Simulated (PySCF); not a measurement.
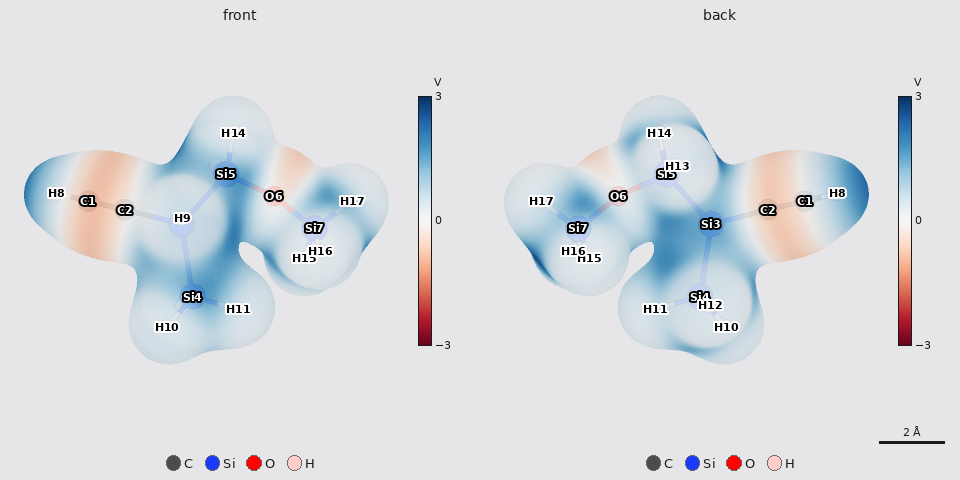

*C2H10OSi4. The molecular electrostatic potential painted on the density surface at 0.004 e/bohr³, seen from the front and from behind; the colour scale runs from red (negative) to blue (positive).*

Geometry: GFN2-xTB.

All numbers below come from PySCF 2.14.0, PBE0/pcSseg-1, SCF density, gas phase, non-relativistic.

```xyz
17

C    -2.5539    3.0803    0.0795
C    -1.8352    2.1909    0.4536
Si   -0.7479    0.7848    0.9936
Si   -1.8326   -1.2159    0.5023
Si    1.3249    1.1079    0.0190
O     2.0770   -0.3357    0.1078
Si    2.4526   -1.8982   -0.0170
H    -3.1789    3.8662   -0.2372
H    -0.6906    0.9822    2.4643
H    -3.0768   -1.4261    1.2499
H    -0.9714   -2.3692    0.7914
H    -2.1894   -1.3048   -0.9184
H     1.2943    1.4511   -1.4086
H     2.2675    2.0138    0.6835
H     1.6638   -2.4640   -1.1106
H     2.1018   -2.5040    1.2678
H     3.8878   -1.9473   -0.2812
```

### Describe the electrostatic potential map.

The most negative region (about −0.9 V) lies over C1 and C2, the most positive (about +2.5 V) over Si5 and Si7.
